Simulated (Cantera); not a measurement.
Feed: 1 mol C3H8, 1.8 mol O2, held at 8250 Torr.

Equilibrium computed with Cantera from the NASA thermochemical tables; the gas is ideal and each condensed phase is pure. Candidate condensed phases: C, C6H6, C7H8, C8H18, H2O; 131 gas species. Ions and electrons are included (thermal ionisation). Rates play no part.

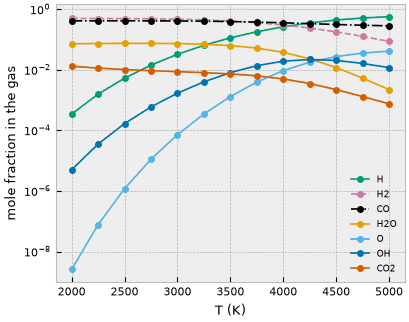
Figure. Equilibrium gas composition (values under 1e-9 drawn at 1e-9)

**Question.** Read off the mole fractions at 2250 K.

**Answer.** H2 about 0.50, CO about 0.42, H2O about 0.074, CO2 about 0.011, H about 0.0016, OH about 3.5e-5, O about 7.8e-8.
